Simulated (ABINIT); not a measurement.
# BaH2 (P6_3/mmc): G0W0 in ABINIT against the screening cutoff in the self-energy, part 2 of 2

Wanted: the cheapest screening cutoff in the self-energy that holds the gap of BaH2 (P6_3/mmc).

ABINIT 10.8.3; PBEsol and many-body steps on it, plane waves. Known limits of the many-body steps: not at the basis limit; no spin-orbit coupling; coarse k mesh.

So far. Step 5 (2.8 Ha): The gap on the mesh goes from 1.47 eV to 2.94 eV, a correction of +1.47 eV. Step 6 (4 Ha): Against the run before, the gap moves by +0.063 eV.

## (7) 6 Ha

Level of this step: G0W0 on PBEsol, plane waves, norm-conserving pseudopotentials (ABINIT).

run.abi

```
acell 3*1.0 Angstrom
rprim 
  4.462025052349 0.000000000014 0.000000000000
  -2.231012526186 3.864227047650 0.000000000000
  0.000000000000 0.000000000000 6.055292590000
ntypat 2
znucl 56 1
natom 6
typat 1 1 2 2 2 2
xred 
  0.666666666667 0.333333333333 0.750000000000
  0.333333333333 0.666666666667 0.250000000000
  0.333333333333 0.666666666667 0.750000000000
  0.666666666667 0.333333333333 0.250000000000
  0.000000000000 0.000000000000 0.500000000000
  0.000000000000 0.000000000000 0.000000000000
pp_dirpath "pseudos"
pseudos "Ba.upf, H.upf"
ecut 32
ngkpt 3 3 2
nshiftk 1
shiftk 0 0 0
kptopt 1
chksymbreak 0
istwfk *1
occopt 1
irdwfk 1
optdriver 4
nband 491
gwcalctyp 0
ecutsigx 32
symsigma 1
nkptgw 2
kptgw 
  0.0000000000 0.0000000000 0.0000000000
  0.3333333333 0.3333333333 0.5000000000
bdgw 
  11 14
  11 14
ecuteps 6
irdscr 1
ppmodel 1
indata_prefix "in"
outdata_prefix "out"
tmpdata_prefix "tmp"
```

Command:

```bash
> OMP_NUM_THREADS=1 mpirun -n 4 abinit run.abi > log
```

The program printed:

```text
.Version 10.8.3 of ABINIT. v10.8.2 released Aug 2026.

 Symmetries : space group P6_3/m m c (#194); Bravais hP (primitive hexag.)
[... echo of the input left out ...]
== DATASET  1 ==================================================================
-   mpi_nproc: 4, omp_nthreads: 1 (-1 if OMP is not activated)

--- !DatasetInfo
iteration_state: {dtset: 1, }
dimensions: {natom: 6, nkpt: 6, mband: 491, nsppol: 1, nspinor: 1, nspden: 1, mpw: 6126, }
cutoff_energies: {ecut:  32.0, pawecutdg:  -1.0, }
[...]
Band     E0 <VxcDFT>   SigX SigC(E0)      Z dSigC/dE  Sig(E)    E-E0       E
[...]
13   5.605  -8.695  -4.279  -3.812   0.813  -0.230  -8.204   0.491   6.095
       14   5.605  -8.695  -4.279  -3.812   0.813  -0.230  -8.204   0.491   6.095

== END DATASET(S) ==============================================================
================================================================================

 -outvars: echo values of variables after computation  --------
           etotal      0.0000000000E+00
            nband         491
             nkpt           6
          spgroup         194
 [... the other variables as echoed above ...]

 Calculation completed.
```

Wall time 2.3 min (4 MPI ranks of Intel Xeon Platinum 8259CL at 2.50GHz (Skylake/Cascade Lake), shared host); peak memory 3.8 GiB; 9.1 min of CPU time.

This step gave:

```
G0W0 gap on the points computed              : 3.049 eV
starting gap on the mesh                     : 1.473 eV
k of the valence top                         : 0, 0, 0
k of the conduction bottom                   : 0.3333, 0.3333, 0.5
least direct G0W0 gap on the computed points : 4.34 eV
```

Against the run before, the gap moves by +0.045 eV.

## (8) 8 Ha

run.abi: that of step 7 with these lines changed.

```diff
@@ -39,3 +39,3 @@
   11 14
-ecuteps 6
+ecuteps 8
 irdscr 1
```

The program printed:

```text
.Version 10.8.3 of ABINIT. v10.8.2 released Aug 2026.

 Symmetries : space group P6_3/m m c (#194); Bravais hP (primitive hexag.)
[... echo of the input left out ...]
== DATASET  1 ==================================================================
-   mpi_nproc: 4, omp_nthreads: 1 (-1 if OMP is not activated)

--- !DatasetInfo
iteration_state: {dtset: 1, }
dimensions: {natom: 6, nkpt: 6, mband: 491, nsppol: 1, nspinor: 1, nspden: 1, mpw: 6126, }
cutoff_energies: {ecut:  32.0, pawecutdg:  -1.0, }
[...]
Band     E0 <VxcDFT>   SigX SigC(E0)      Z dSigC/dE  Sig(E)    E-E0       E
[...]
13   5.605  -8.695  -4.279  -3.816   0.813  -0.230  -8.208   0.487   6.091
       14   5.605  -8.695  -4.279  -3.816   0.813  -0.230  -8.208   0.487   6.091

== END DATASET(S) ==============================================================
================================================================================

 -outvars: echo values of variables after computation  --------
           etotal      0.0000000000E+00
            nband         491
             nkpt           6
          spgroup         194
 [... the other variables as echoed above ...]

 Calculation completed.
```

Elapsed: 4.7 min, on 4 MPI ranks; peak memory 3.8 GiB.

This step gave:

| Property | Result |
| --- | --- |
| G0W0 gap on the points computed | 3.065 eV |
| starting gap on the mesh | 1.473 eV |
| k of the valence top | 0, 0, 0 |
| k of the conduction bottom | 0.3333, 0.3333, 0.5 |
| least direct G0W0 gap on the computed points | 4.356 eV |

Against the run before, the gap moves by +0.016 eV.

## (9) Side by side

Times are wall times on 4 MPI ranks of Intel Xeon Platinum 8259CL at 2.50GHz (Skylake/Cascade Lake), shared host, good to a factor of about two. A run's time includes the screening step that it read.

| run | mesh | bands | screening cutoff (eV) | DFT gap (eV) | gap on the mesh (eV) | direct (eV) | ε∞ used | time |
| --- | --- | --- | --- | --- | --- | --- | --- | --- |
| 0.8 Ha | 3×3×2 | 491 | 21.8 | 1.473 | 2.853 | 4.241 | 5.84 | 6 min |
| 1.6 Ha | 3×3×2 | 491 | 43.5 | 1.473 | 2.810 | 4.190 | 5.84 | 6 min |
| 2.8 Ha | 3×3×2 | 491 | 76.2 | 1.473 | 2.941 | 4.252 | 5.84 | 6.2 min |
| 4 Ha | 3×3×2 | 491 | 108.8 | 1.473 | 3.004 | 4.301 | 5.84 | 6.7 min |
| 6 Ha | 3×3×2 | 491 | 163.3 | 1.473 | 3.049 | 4.340 | 5.84 | 8 min |
| 8 Ha | 3×3×2 | 491 | 217.7 | 1.473 | 3.065 | 4.356 | 5.84 | 10 min |

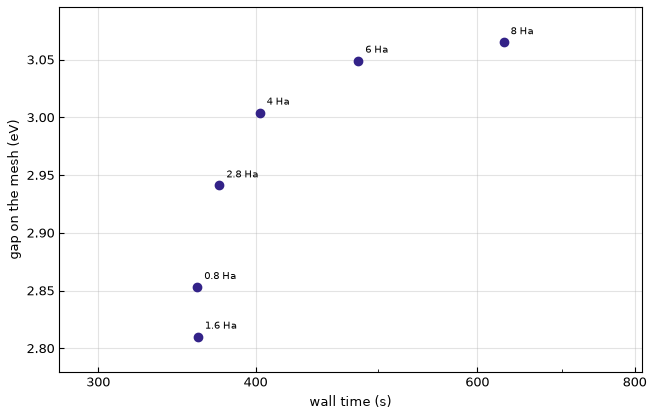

Result against wall time.

## (10) Results

```yaml
0p8_ha: 2.853 eV
1p6_ha: 2.810 eV
2p8_ha: 2.941 eV
4_ha: 3.004 eV
6_ha: 3.049 eV
8_ha: 3.065 eV
known_limits: not at the basis limit; no spin-orbit coupling; coarse k mesh
```

The setting moved: screening cutoff in the self-energy. From 0.8 Ha to 8 Ha the gap moves by +0.21 eV, not steadily: it passes through 2.81 eV. The last step still moves it by +0.016 eV. Bands and screening cutoff are coupled, so a series along one setting does not show full convergence. Bands and cutoff are finite, so the gap is not at the basis limit. The miss can reach some tenths of an eV and take either sign; the mesh is an error of its own. In the G0W0 runs levels were corrected at 2 k points alone, so a gap called «on the mesh» is the least over those, and an edge elsewhere would be missed. The 3×3×2 mesh is coarse for this cell, which bears on the long-range parts of exchange and screening. The many-body steps are scalar-relativistic: spin-orbit coupling is not in them.

[Paths, hosts, dates, memory and timing lines, banners, echoed tables and standing remarks are left out of the program output.]

[Logs are printed without paths, hosts, clocks, repeated set-up lines and the standing remarks that a program may print on its own settings, such as how far it seeks lower states.]

[Runs of the session that timed out or met a known fault of the program may be left out.]

[Hosts, paths, dates, database ids (printed as entryN), source tags and the programs' standing remarks are cut or masked in the printed files.]

[G0W0 gaps are taken among the corrected bands and points alone; a level outside them can change the order at an edge.]

[Where Ansatz stands beside ABINIT at settings called matched, ABINIT's density can come from a denser mesh and the files from another edition; pairs whose starting gaps differed by over 0.03 eV were left out, so agreement reads better than it is.]
